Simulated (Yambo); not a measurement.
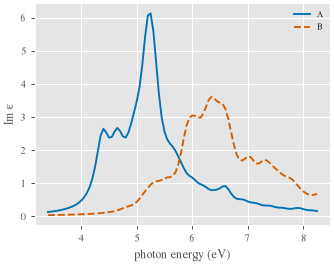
*Two computed absorption spectra of CsHgF₃ (cubic perovskite, space group Pm-3m, No. 221) (Yambo, PBEsol bands with the same scissor, field along x)*

### Question
Which curve includes the electron-hole attraction (BSE)?

### Answer
Curve A: the attraction moves weight to lower energy (centre of the plotted range 5.3 eV against 6.5 eV). Settings: 8×8×8 mesh, 14 valence and 1 conduction bands, static screening with 60 bands and a 3 Ry block, scissor 2.24 eV, Tamm-Dancoff. The scissor comes from a G0W0 run whose convergence isn't established. Broadening 0.15 eV. The band window holds all transitions up to 8.3 eV. On this mesh the peak heights and the fine structure are mesh artefacts; only the shift of weight is robust.

Spin-orbit coupling is not included.

Geometry of the Materials Project entry, not relaxed at this level; primitive cell a = b = c = 4.595 Å, α = β = γ = 90.00°.
